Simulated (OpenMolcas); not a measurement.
**Multiconfigurational calculation, with input and output: Ag²⁺ complex**

Ag²⁺ with 8 ligands (F; cube, 2.541 Å), embedded in BaF2 by model potentials and point charges, whose field is part of the energies. Computed at this level: state-averaged SS-CASPT2, IPEA shift 0.25, imaginary shift 0.1 hartree, closed shells 4s 4p of the metal and the valence shells of the ligands correlated, active space 9 electrons in the shell 4d, basis ANO-RCC-VDZP on the metal and ANO-RCC-VDZP on the ligands, DKH2 scalar Hamiltonian, spin-orbit coupling by RASSI with atomic mean-field integrals (OpenMolcas).

Input file:
```
&GATEWAY
Basis set
Ag.ANO-RCC-VDZP.
Ag1 0.0 0.0 0.0 Angstrom
End of basis
Basis set
F.ANO-RCC-VDZP.
L1 1.467047 1.467047 1.467047 Angstrom
L2 1.467047 1.467047 -1.467047 Angstrom
L3 1.467047 -1.467047 1.467047 Angstrom
L4 1.467047 -1.467047 -1.467047 Angstrom
End of basis
Basis set
Ba.EMB-AIMP.Pascual.0s.0s.ECP.BaF2.
PseudoCharge
* 21 symmetry-unique lattice sites within 7.6 angstrom
End of basis
Basis set
F.EMB-AIMP.Pascual.0s.0s.ECP.BaF2.
PseudoCharge
* 24 symmetry-unique lattice sites within 7.6 angstrom
End of basis
Symmetry
XYZ
AngMom=0.0 0.0 0.0
AMFI
RICD
XField
1364 Angstrom 0
* Evjen-weighted lattice charges
&SEWARD
&RASSCF
FileOrb=start.orb
Symmetry=1
Spin=2
nActEl=9 0 0
Inactive=29 29
Ras2=5 0
CIRoot=5 5 1
SDav=5
CIMx=300
Iter=150 100
PrWF=0.3
OrbListing=Nothing
MaxOrb=0
LevShft=1.0
>>> COPY $Project.JobIph JOB001
&RASSI
NrOfJobIphs=1 5
1 2 3 4 5
IphNames
JOB001
EJob
SpinOrbit
DIPRint=1.0
SOCoupling=1000.0
Subsets=2
Property=9
'ANGMOM' 1 'ANGMOM' 2 'ANGMOM' 3 'MLTPL  1' 1 'MLTPL  1' 2 'MLTPL  1' 3
'AMFI' 1 'AMFI' 2 'AMFI' 3
SOProperty=3
'ANGMOM' 1 'ANGMOM' 2 'ANGMOM' 3
>>> COPY JOB001 $Project.JobIph
&CASPT2
Multistate=5 1 2 3 4 5
NoMult
Frozen=12 10
IPEA=0.25
Imaginary=0.1
MaxIter=60
WThr=0.0 0.3 0.05
PrWF=0.5
NoMix
```

The file start.orb holds starting orbitals from an earlier step. A driver script formed the levels outside the program, from RASSI's spin-orbit matrix and the CASPT2 energies (for multi-state variants, the effective Hamiltonian), averaged over the components of each term or state. The log and the time are those of the CASPT2 step.

Launched with:
```bash
OMP_NUM_THREADS=1 MOLCAS_MEM=2457 MOLCAS_PROJECT=a pymolcas a.inp > a.log  # once for each step of the input, in one work folder
```

Log (extracts):
```
--- CASPT2 ---
Orbital specifications:
      -----------------------

      Symmetry species                           1   2
                                                ag  au
      Frozen orbitals                           12  10
      Inactive orbitals                         17  19
      Active orbitals                            5   0
      Secondary orbitals                        43  49
      Deleted orbitals                           0   0
      Number of basis functions                 77  78
Type of calculation                        SS-CASPT2
      Fock operator                              state-specific
      IPEA shift                                 0.25
      Real shift                                 0.00
      Imaginary shift                            0.10
      The input orbitals will be transformed to quasi-canonical
Reference energy:       -6109.9707010275
      E2 (Non-variational):      -2.0205207258
      Shift correction:          -0.0013495853
      E2 (Variational):          -2.0218703112
      Total energy:           -6111.9925713387
      Residual norm:              0.0000007512
      Reference weight:           0.67612
      Contributions to the CASPT2 correlation energy
      Active & Virtual Only:         -0.1861701535
      One Inactive Excited:          -0.1578580395
      Two Inactive Excited:          -1.6764925329
Reference energy:       -6109.9707010275
      E2 (Non-variational):      -2.0202907104
      Shift correction:          -0.0013465958
      E2 (Variational):          -2.0216373062
      Total energy:           -6111.9923383337
      Residual norm:              0.0000007132
      Reference weight:           0.67622
      Contributions to the CASPT2 correlation energy
      Active & Virtual Only:         -0.1861476448
      One Inactive Excited:          -0.1577125673
      Two Inactive Excited:          -1.6764304983
::    CASPT2 Root  1     Total energy:  -6111.99257134
::    CASPT2 Root  2     Total energy:  -6111.99233833
::    CASPT2 Root  3     Total energy:  -6111.99266551
::    CASPT2 Root  4     Total energy:  -6111.97144856
::    CASPT2 Root  5     Total energy:  -6111.97147995
```

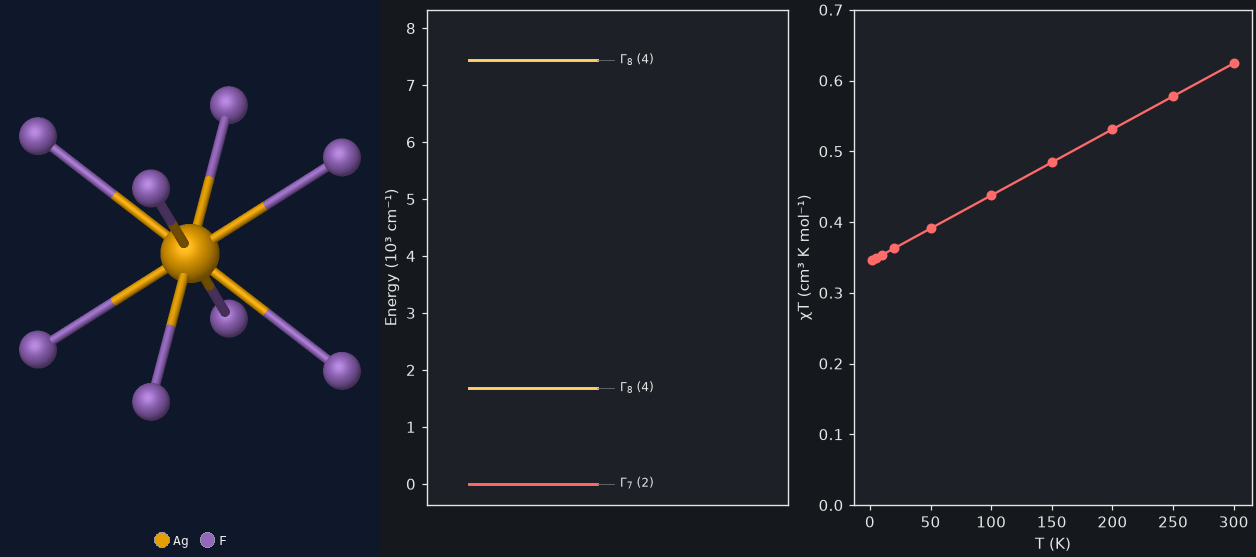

Ag²⁺ (4d⁹) as a dopant in BaF₂, a cluster with its 8 nearest F⁻ at 2.541 Å (cube) embedded in model potentials and point charges; the geometry was set, not optimised, and its levels and susceptibility. Labels give the representation in O, Td, D4 or D3 as the site allows (double group for half-integer spin) where it could be assigned and, in brackets, the degeneracy; spin-free states, where drawn, share the zero of the spin-orbit levels. Powder susceptibility by Van Vleck's formula. The ground level is Γ₇, a Kramers doublet, 100 % from states of spin multiplicity 2. Its principal g values are 1.92, 1.92 and 1.92, isotropic. The next level lies at 1,680 cm⁻¹ (Γ₈). χT is 0.346 cm³ K mol⁻¹ at 2 K and 0.624 at 300 K, an effective moment of 2.23 μB.

Summary:

| quantity | value |
| --- | --- |
| outcome | converged |
| energy of the lowest spin-free term | −6111.99253 hartree |
| energy of the lowest spin-orbit level | −6112.00070 hartree |
| CASPT2 correlation energy | −2.0218 hartree |
| largest spread among components of a term | 71.8 cm⁻¹ |
| lowest reference weight | 0.676 |
| hardware | 1 thread of Arm Neoverse V2, 24 GiB of memory available, shared host |
| wall time | 18 s |
| peak memory | 0.38 GiB |

Remarks:

The components of ²T2, which symmetry makes degenerate, are split by 72 cm⁻¹ in CASPT2. This is an artefact; the levels of such states rest on averages and are uncertain by about as much. To bear in mind: the geometry is set by hand, with no relaxation.
